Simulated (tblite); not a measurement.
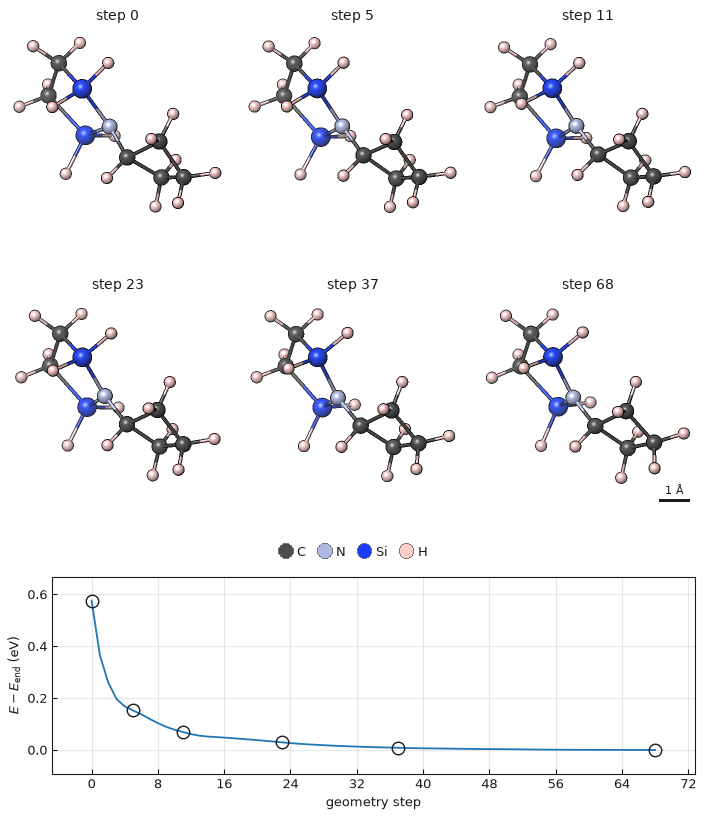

Frames of a relaxation of C6H15NSi2, marked on the history of the run. A ball-and-stick model, seen from a free direction.

The calculation used GFN2-xTB geometry optimisation, gas phase (tblite). 

What happens along the run?

Answer. The energy falls by 0.576 eV in 68 geometry steps. The largest moves after the best rigid fit, 0.39 Å, are those of H atoms. Largest moves by element: H 0.39 Å, N 0.24 Å, C 0.16 Å, Si 0.15 Å. Among the contacts that change: C–N 1.461 → 1.435 Å, C–C 1.560 → 1.538 Å, C–Si 1.882 → 1.898 Å, C–H 1.102 → 1.088 Å. Among the angles between lasting bonds that change: Si–N–Si 102.3° → 116.1°, N–Si–C 108.6° → 98.2°, N–Si–C 105.3° → 97.5°. The run took 0.74 s on 1 thread of Arm Neoverse V1, with other jobs on the host. From step 0 to 5: an H atom moves most (0.11 Å), energy −0.424 eV. From step 5 to 11: an H atom moves most (0.14 Å), energy −0.083 eV. From step 11 to 23: an H atom moves most (0.13 Å), energy −0.040 eV. From step 23 to 37: an H atom moves most (0.13 Å), energy −0.021 eV. From step 37 to 68: H atoms move most (0.12 Å), energy −0.008 eV.

| step | E − E(0), eV |
| --- | --- |
| 0 | 0.0000 |
| 1 | -0.2102 |
| 2 | -0.3153 |
| 3 | -0.3790 |
| 4 | -0.4080 |
| 5 | -0.4236 |
| 6 | -0.4386 |
| 7 | -0.4558 |
| 8 | -0.4724 |
| 9 | -0.4867 |
| 10 | -0.4979 |
| 13 | -0.5208 |
| 16 | -0.5283 |
| 19 | -0.5354 |
| 22 | -0.5437 |
| 25 | -0.5519 |
| 28 | -0.5575 |
| 31 | -0.5617 |
| 34 | -0.5651 |
| 37 | -0.5674 |
| 41 | -0.5697 |
| 44 | -0.5711 |
| 47 | -0.5722 |
| 50 | -0.5730 |
| 53 | -0.5740 |
| 56 | -0.5749 |
| 59 | -0.5753 |
| 62 | -0.5756 |
| 65 | -0.5757 |
| 68 | -0.5758 |
